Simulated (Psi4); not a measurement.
**SiH3Se (SMILES [SiH2][SeH]): U-r2SCAN/def2-TZVP (density fitting, sweep point 6)**

We compute a single-point energy of SiH3Se. 

The calculation is run with Psi4 1.11.

8 further runs of the same task are left out: 2 that didn't finish, 6 set aside as unsound or not needed.

## Step 1: The structure to begin with

The species is SiH3Se (5 atoms), meant as a doublet with charge 0. SMILES: `[SiH2][SeH]`. The shape is that of a PBE0-D4/def2-TZVP optimisation. This is one conformer, not always the lowest.

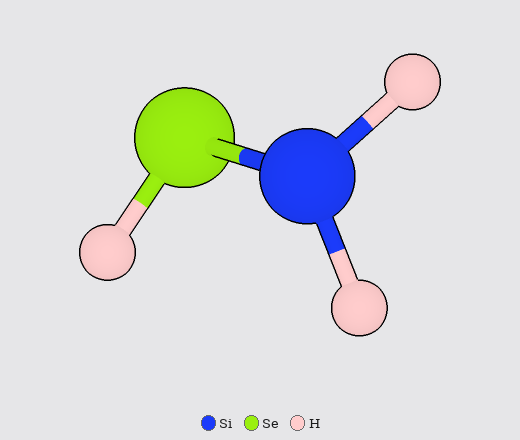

The structure, seen from a chosen angle (silicon blue, selenium green, hydrogen pink).

## Step 2: The energy at U-r2SCAN/def2-TZVP (density fitting, sweep point 6)

job.dat

```
memory 1.6 GB

molecule {
  0 2
  Si     0.060900    -0.791800     0.205800
  Se     0.776600     1.182400    -0.661900
  H     -1.304300    -0.656200     0.791600
  H      0.034200    -1.731400    -0.948800
  H      0.482600     1.923300     0.572000
  symmetry c1
}

set basis def2-TZVP
set reference uks
set scf_type df
set diis_max_vecs 4

energy('r2scan')
print_variables()
```

The run is started by

```sh
$ psi4 job.dat job.out -n 1
```

Q: Predict the results. Wanted: total energy; dipole moment; HOMO energy; LUMO energy; ⟨S²⟩.

Computed results:

Level: U-r2SCAN/def2-TZVP (density fitting, sweep point 6).

| quantity | value |
| --- | --- |
| total energy | -2692.79232 Eh |
| dipole moment | 0.68 D |
| HOMO energy (highest over α and β) | -5.24 eV |
| LUMO energy (lowest over α and β) | -3.08 eV |
| ⟨S²⟩ | 0.755 |
